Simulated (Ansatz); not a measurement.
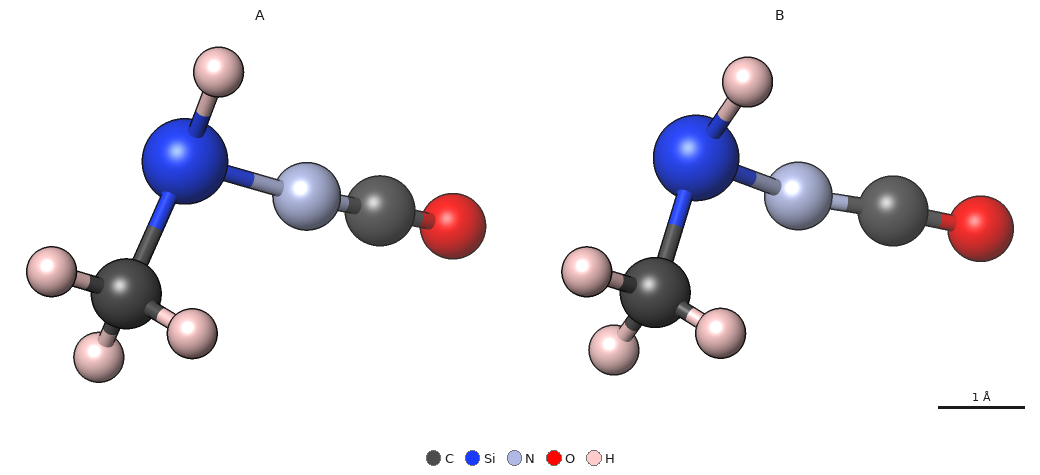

Two geometries of C2H4NOSi (multiplicity 2) (coarse preliminary run), drawn at one scale. One is the start of a relaxation, the other its converged end. Style: ball-and-stick. Shown from a free direction.

Method: UKS PBE-D4/def2-SVP in Ansatz 0.2.0. Set-up: force threshold 0.03 eV/Å; at most 200 steps.

> Which one is relaxed?

Structure A is the relaxed one. The start comes from a force field. The N atom moves most after the best rigid fit: 0.46 Å. By element the largest moves are N 0.46 Å, O 0.39 Å, H 0.22 Å, C 0.15 Å, Si 0.12 Å. Near-neighbour distances that change, for instance: C–H 1.020 → 1.111 Å, C–H 1.146 → 1.109 Å, C–Si 1.853 → 1.888 Å, H–Si 1.481 → 1.511 Å. Bond angles that change, for instance: Si–N–C 154.4° → 167.0°, N–C–O 171.1° → 178.7°, Si–C–H 114.6° → 110.2°. After 9 geometry steps the energy has fallen by 8.94 kcal/mol. The largest force component goes from 3.6 to 0.0067 eV/Å.
